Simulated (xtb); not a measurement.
**Run report: CHClFGeN, energy and gradient calculation**

System: CHClFGeN.
Method: GFN1-xTB (xtb 6.7.1).

The geometry comes from this level: PBE0-D4/def2-TZVP.

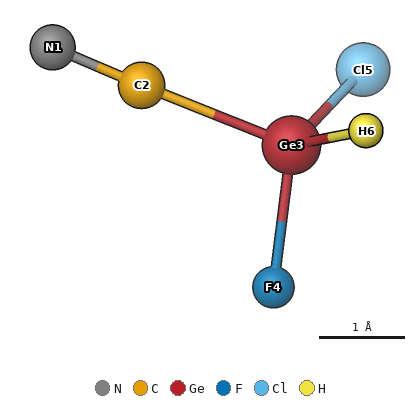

The structure as given in the input (ball-and-stick view, seen at a tilt; atoms are numbered from 1 in the order of the input). Sticks mark near contacts.

**The input (start.xyz)**
```
6

N     -1.03690    -2.30700     0.03070
C     -0.54400    -1.26730     0.04010
Ge     0.23710     0.47790     0.10770
F      1.89600     0.25380    -0.27660
Cl    -0.62760     1.64810    -1.42390
H      0.11730     1.13040     1.47580
```

**File .CHRG**
```
0
```

**File .UHF**
```
0
```

Machine: 1 thread of Intel Xeon @ 2.50GHz (Skylake/Cascade Lake), 64 GiB of memory available, shared host.

Launch command:
```bash
xtb start.xyz --gfn 1 --grad --json --parallel 1 > out.txt
```

**Log**
```
* xtb version 6.7.1
   ID    Z sym.   atoms
    1    7 N      1
    2    6 C      2
    3   32 Ge     3
    4    9 F      4
    5   17 Cl     5
    6    1 H      6

           -------------------------------------------------
          |                Calculation Setup                |
           -------------------------------------------------

          program call               : xtb start.xyz --gfn 1 --grad --json --parallel 1
          coordinate file            : start.xyz
          omp threads                :                     1

           -------------------------------------------------
          |                 G F N 1 - x T B                 |
           -------------------------------------------------

      * Hamiltonian:
        H0-scaling (s, p, d)           1.850000    2.250000    2.000000
        zeta-weighting                 0.000000
      * Dispersion:
        s8                             2.400000
        a1                             0.630000
        a2                             5.000000
        s9                             0.000000
      * Repulsion:
        kExp                           1.500000
        rExp                           1.000000
      * Coulomb:
        alpha                          2.000000
        third order                    atomic
        anisotropic                    false
      * Halogen bond correction:
        rad-scale                      1.300000
        damping                        0.440000

          ...................................................
          :                      SETUP                      :
          :.................................................:
          :  # basis functions                  34          :
          :  # atomic orbitals                  32          :
          :  # shells                           14          :
          :  # electrons                        28          :
          :  # halogen bonds                     1          :
          :  max. iterations                   250          :
          :  Hamiltonian                  GFN1-xTB          :
          :  restarted?                      false          :
          :  GBSA solvation                  false          :
          :  PC potential                    false          :
          :  electronic temp.          300.0000000     K    :
          :  accuracy                    1.0000000          :
          :  -> integral cutoff          0.2500000E+02      :
          :  -> integral neglect         0.1000000E-07      :
          :  -> SCF convergence          0.1000000E-05 Eh   :
          :  -> wf. convergence          0.2000000E-04 e    :
          :  Broyden damping             0.4000000          :
          :  net charge                          0          :
          :  unpaired electrons                  0          :
          ...................................................

 iter      E             dE          RMSdq      gap      omega  full diag
   1    -17.0082119 -0.170082E+02  0.682E+00    5.36       0.0  T
   2    -16.9999063  0.830555E-02  0.411E+00    5.55       1.0  T
   3    -16.7998950  0.200011E+00  0.457E+00    4.93       1.0  T
   4    -17.0537975 -0.253903E+00  0.777E-01    5.53       1.0  T
   5    -17.0608771 -0.707958E-02  0.235E-01    5.51       1.0  T
   6    -17.0609797 -0.102542E-03  0.130E-01    5.52       1.0  T
   7    -17.0610858 -0.106116E-03  0.300E-02    5.52       1.4  T
   8    -17.0610866 -0.773228E-06  0.993E-03    5.52       4.1  T
   9    -17.0610873 -0.786280E-06  0.781E-04    5.52      52.3  T
  10    -17.0610873 -0.399643E-08  0.165E-04    5.52     247.3  T
  11    -17.0610873 -0.258400E-09  0.537E-05    5.52     760.3  T

   *** convergence criteria satisfied after 11 iterations ***

         #    Occupation            Energy/Eh            Energy/eV
      -------------------------------------------------------------
         1        2.0000           -0.9334931             -25.4016
       ...           ...                  ...                  ...
         8        2.0000           -0.5227689             -14.2253
         9        2.0000           -0.5198668             -14.1463
        10        2.0000           -0.5152046             -14.0194
        11        2.0000           -0.5018534             -13.6561
        12        2.0000           -0.4964683             -13.5096
        13        2.0000           -0.4929041             -13.4126
        14        2.0000           -0.4778337             -13.0025 (HOMO)
        15                         -0.2750769              -7.4852 (LUMO)
        16                         -0.2676961              -7.2844
        17                         -0.2104897              -5.7277
        18                         -0.1855616              -5.0494
        19                         -0.1528438              -4.1591
       ...                                ...                  ...
        32                          1.1297677              30.7425
      -------------------------------------------------------------
                  HL-Gap            0.2027568 Eh            5.5173 eV
             Fermi-level           -0.3764553 Eh          -10.2439 eV

 SCC (total)                   0 d,  0 h,  0 min,  0.009 sec
 SCC setup                      ...        0 min,  0.000 sec (  0.906%)
 Dispersion                     ...        0 min,  0.000 sec (  0.317%)
 classical contributions        ...        0 min,  0.000 sec (  0.165%)
 integral evaluation            ...        0 min,  0.002 sec ( 24.484%)
 iterations                     ...        0 min,  0.003 sec ( 32.674%)
 molecular gradient             ...        0 min,  0.004 sec ( 39.287%)
 printout                       ...        0 min,  0.000 sec (  2.004%)

         :::::::::::::::::::::::::::::::::::::::::::::::::::::
         ::                     SUMMARY                     ::
         :::::::::::::::::::::::::::::::::::::::::::::::::::::
         :: total energy             -16.940402123441 Eh    ::
         :: gradient norm              0.025333949751 Eh/a0 ::
         :: HOMO-LUMO gap              5.517292982762 eV    ::
         ::.................................................::
         :: SCC energy               -17.061087346107 Eh    ::
         :: -> electrostatic           0.041814450012 Eh    ::
         :: repulsion energy           0.122779956391 Eh    ::
         :: dispersion energy         -0.002094733725 Eh    ::
         :: halogen bond corr.         0.000000000000 Eh    ::
         :: add. restraining           0.000000000000 Eh    ::
         :: total charge              -0.000000000000 e     ::
         :::::::::::::::::::::::::::::::::::::::::::::::::::::

           -------------------------------------------------
          |                Property Printout                |
           -------------------------------------------------

    * Orbital Energies and Occupations

         #    Occupation            Energy/Eh            Energy/eV
      -------------------------------------------------------------
         1        2.0000           -0.9334931             -25.4016
         2        2.0000           -0.8092087             -22.0197
         3        2.0000           -0.7646041             -20.8059
         4        2.0000           -0.6470607             -17.6074
         5        2.0000           -0.5600435             -15.2396
         6        2.0000           -0.5351164             -14.5613
         7        2.0000           -0.5333949             -14.5144
         8        2.0000           -0.5227689             -14.2253
         9        2.0000           -0.5198668             -14.1463
        10        2.0000           -0.5152046             -14.0194
        11        2.0000           -0.5018534             -13.6561
        12        2.0000           -0.4964683             -13.5096
        13        2.0000           -0.4929041             -13.4126
        14        2.0000           -0.4778337             -13.0025 (HOMO)
        15                         -0.2750769              -7.4852 (LUMO)
        16                         -0.2676961              -7.2844
        17                         -0.2104897              -5.7277
        18                         -0.1855616              -5.0494
        19                         -0.1528438              -4.1591
        20                         -0.1429407              -3.8896
        21                         -0.1134233              -3.0864
        22                         -0.0962313              -2.6186
        23                         -0.0902726              -2.4564
        24                         -0.0696995              -1.8966
        25                         -0.0659561              -1.7948
       ...                                ...                  ...
        32                          1.1297677              30.7425
      -------------------------------------------------------------
                  HL-Gap            0.2027568 Eh            5.5173 eV
             Fermi-level           -0.3764553 Eh          -10.2439 eV

  Mulliken/CM5 charges         n(s)   n(p)   n(d)
     1N    -0.23374 -0.35657   1.672  3.562  0.000
     2C     0.14850  0.27999   1.172  2.679  0.000
     3Ge    0.46722  0.39161   1.275  1.589  0.668
     4F    -0.32016 -0.33073   1.830  5.491  0.000
     5Cl   -0.04410 -0.03021   1.934  5.121 -0.011
     6H    -0.01772  0.04591   1.018  0.000  0.000

Wiberg/Mayer (AO) data.
largest (>0.10) Wiberg bond orders for each atom

 ---------------------------------------------------------------------------
     #   Z sym  total        # sym  WBO       # sym  WBO       # sym  WBO
 ---------------------------------------------------------------------------
     1   7 N    3.055 --     2 C    2.855     3 Ge   0.154
     2   6 C    3.880 --     1 N    2.855     3 Ge   0.919
     3  32 Ge   4.341 --     5 Cl   1.365     4 F    1.025     2 C    0.919
                             6 H    0.877     1 N    0.154
     4   9 F    1.155 --     3 Ge   1.025
     5  17 Cl   1.505 --     3 Ge   1.365
     6   1 H    1.002 --     3 Ge   0.877
 ---------------------------------------------------------------------------

Topologies differ in total number of bonds
Writing topology from bond orders to xtbtopo.mol

 dipole moment from electron density (au)
     X       Y       Z
  -0.1643   0.9470   0.6225  total (Debye):    2.910

           -------------------------------------------------
          | TOTAL ENERGY              -16.940402123441 Eh   |
          | GRADIENT NORM               0.025333949751 Eh/α |
          | HOMO-LUMO GAP               5.517292982762 eV   |
           -------------------------------------------------

------------------------------------------------------------------------
------------------------------------------------------------------------
 total:
 *  cpu-time:     0 d,  0 h,  0 min,  0.017 sec
 * ratio c/w:     0.999 speedup
 SCF:
 *  cpu-time:     0 d,  0 h,  0 min,  0.009 sec
 * ratio c/w:     1.000 speedup
```

**Standard error**
```
normal termination of xtb
```

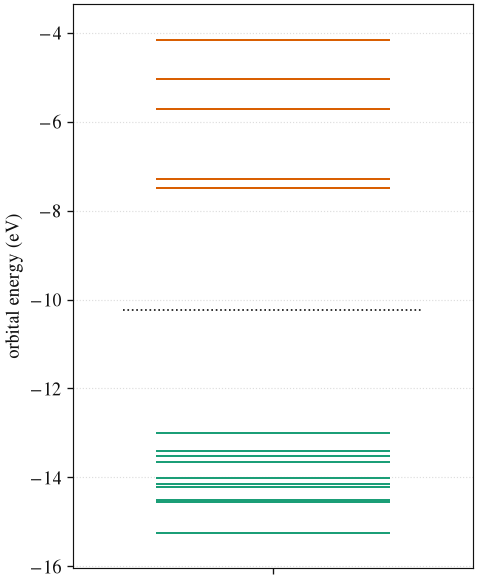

Orbital energies near the frontier; the dotted line parts filled from empty levels, and levels within 0.02 eV of each other stand side by side. Highest filled −13.00 eV, lowest empty −7.49 eV, 5.51 eV apart.

**Key numbers**

```json
{"quantity": "outcome", "value": "converged"}
{"quantity": "electrons treated", "value": "28"}
{"quantity": "total energy", "value": "−16.940402 hartree"}
{"quantity": "dispersion energy", "value": "−0.002095 hartree"}
{"quantity": "basis functions", "value": "34"}
{"quantity": "largest force", "value": "0.911 eV/Å"}
{"quantity": "HOMO", "value": "−13.00 eV"}
{"quantity": "LUMO", "value": "−7.49 eV"}
{"quantity": "dipole moment", "value": "2.91 D"}
{"quantity": "peak memory", "value": "0.07 GiB"}
```
